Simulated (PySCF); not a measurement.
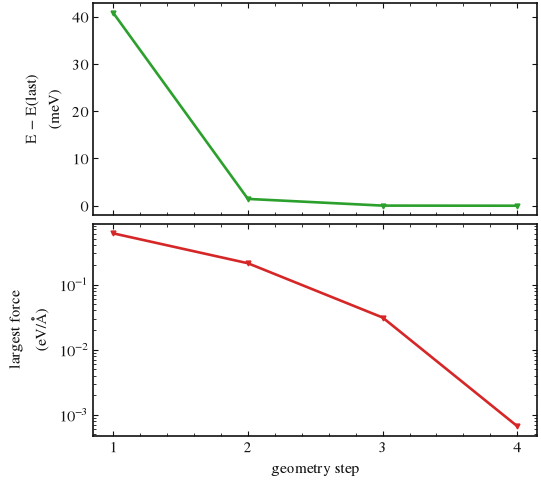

History of a geometry optimisation. The run: AsH3 (SMILES [AsH3]), by PBE0-D3(BJ)/def2-SVP, geometry optimisation in PySCF 2.14.0, density fitting.

The optimisation met its thresholds at geometry 4, counting the start as the first. The energy fell by about 41 meV from the first step to the last. The largest force goes from about 0.61 eV/Å at the start to 7 × 10⁻⁴ eV/Å at the end.
